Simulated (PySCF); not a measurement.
# C4H9FS2Si2: what the fields show

Input

```
{"job": {"kind": "nmr", "xc": "PBE0", "basis": "pcSseg-1"}, "charge": 0, "multiplicity": 1}
C     -1.869216     1.456880    -0.505582
C     -1.853631     0.175996     0.266201
C     -2.977260    -0.423621     0.617905
F     -2.980458    -1.578527     1.310798
Si    -0.206034    -0.602360     0.738380
S      0.710129    -1.547957    -0.965578
C      2.369461    -0.772666    -1.010644
Si     2.904787     0.057670     0.618587
S      1.125888     0.993062     1.342287
H     -1.301094     2.213780     0.032614
H     -2.884948     1.812138    -0.661228
H     -1.393937     1.312079    -1.474804
H     -3.983009    -0.085296     0.408090
H     -0.282050    -1.556517     1.833647
H      3.055173    -1.569062    -1.289910
H      2.349618    -0.053267    -1.828917
H      3.855638     1.122719     0.357911
H      3.352185    -0.948733     1.573947
```

Launched as:

```sh
OMP_NUM_THREADS=1 python probes_run.py task.json out
```

Geometry: GFN2-xTB.

Method: PBE0/pcSseg-1, SCF density, gas phase, non-relativistic (PySCF).

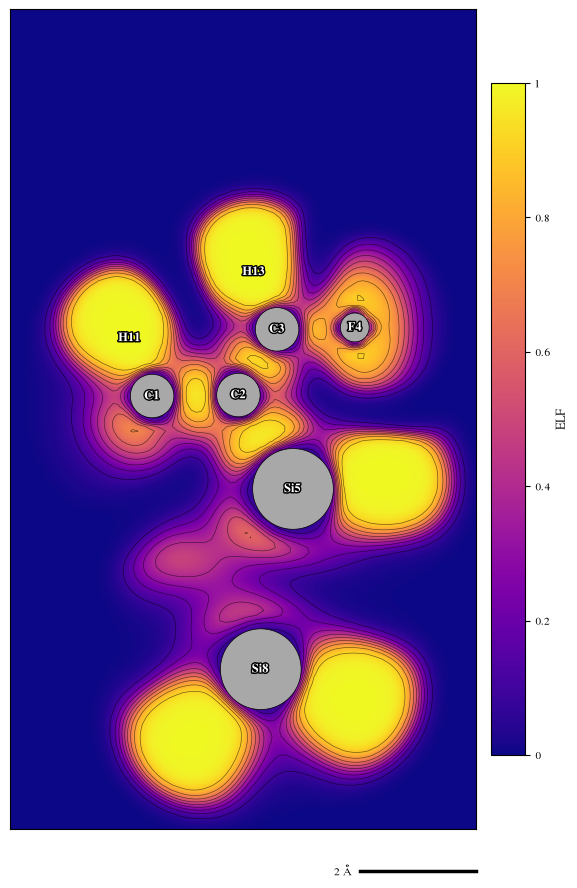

Figure 1. Electron localisation function on the plane of atoms C1, C2 and Si5. Grey discs cover the atomic cores.

Read the bonding off the picture.

Answer.
- Atoms in the plane: C, F, Si and H.
- C–C (1.32 Å): the ELF peaks at about 0.90 between the atoms: a short, multiple covalent bond.
- C–F (1.35 Å): the ELF peaks at about 0.85 between the atoms; a shared but strongly polarised pair.
- C–Si (1.88 Å): the ELF peaks at about 0.95 between the atoms, as expected for localised, covalent bonding.
- C–H (1.08 Å): the ELF climbs to about 1 towards the hydrogen, as it does in any bond to H; an ordinary covalent bond to hydrogen.
- C–C (1.50 Å): the ELF peaks at about 0.95 between the atoms (localised, covalent bonding).
- The ELF also peaks beside F4, away from the bonds: lone-pair regions.

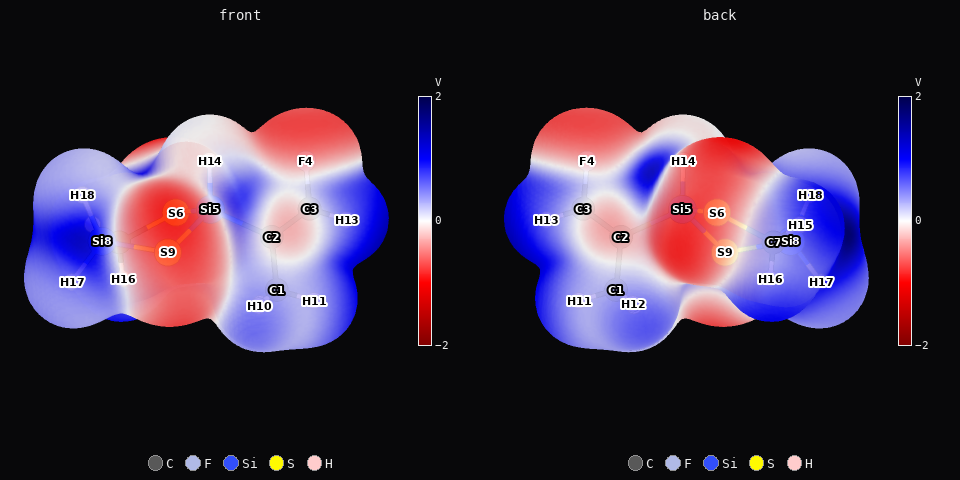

Figure 2. The electrostatic potential painted on the density surface at 0.002 e/bohr³, seen from the front and from behind; the colour scale runs from red (negative) to blue (positive).

Where is the surface potential most negative and most positive?

Answer. The most negative region (about −0.9 V) lies over S6 and S9, the most positive (about +1.6 V) over Si8.

What dipole moment does the calculation give?

Answer. Its dipole moment is 1.79 D.
